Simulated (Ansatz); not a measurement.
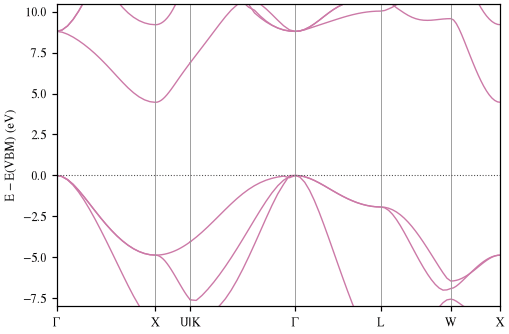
Figure. Band structure from PBE in the plane-wave PAW code Ansatz

Task: Read off the gap and where the band edges lie.

Result: About 4.5 eV (4.46 eV by a search for the band edges); maximum at Γ, minimum at X.

The material is BN (zinc blende, F-43m).

The cell was relaxed with PBE under the symmetry of its start; phonons on a q-mesh show no instability.

Potentials: the later of the program's two PAW sets.
